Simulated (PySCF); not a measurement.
# C4H7In (InMe2(CCH)): the cost of one run

Programs: PySCF 2.14.0, with routines of our own; each step states its level. All values are computed. Atoms count from 0.

## 1. The starting structure

12 atoms, charge 0, multiplicity 1; geometry from: GFN2-xTB.

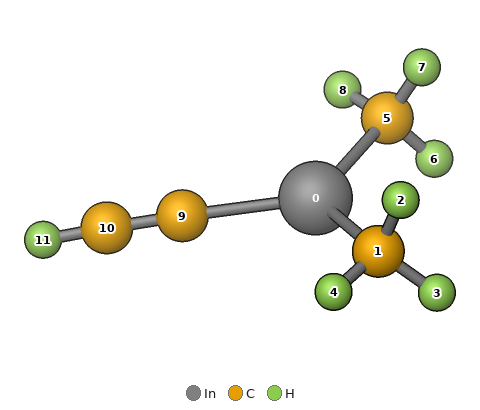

The starting geometry (indium grey, carbon amber, hydrogen green); sticks join atoms by distance alone.

## 2. Optimising the geometry at PBE0-D3(BJ)/def2-SVP

What the job is given:

```
{"job": {"xc": "PBE0", "basis": "def2-SVP", "d3": "d3bj", "grid": 1, "maxiter": 30, "shake": 0.03, "kind": "geom"}, "charge": 0, "multiplicity": 1}
In     0.080010    -0.039420     0.010380
C      2.233340    -0.067180    -0.019340
H      2.573800     0.376970     0.882450
H      2.731090     0.527710    -0.867400
H      2.583600    -1.104090    -0.123430
C     -1.169770     1.951630    -0.005840
H     -0.950540     2.469200    -0.928620
H     -0.784070     2.577360     0.817570
H     -2.227930     1.747890     0.157760
C     -1.076470    -1.841850     0.039210
C     -1.698220    -2.887670     0.043120
H     -2.179370    -3.793320     0.045120
```

On the command line:

```console
OMP_NUM_THREADS=1 python heavy_run.py task.json out
```

The driver reads the jobs from task.json and runs them one after another.

Q: Estimate the wall time and peak memory of this first job on 1 thread of Intel Xeon Platinum 8488C, shared host.

About 43 s, with a peak of 0.48 GiB.
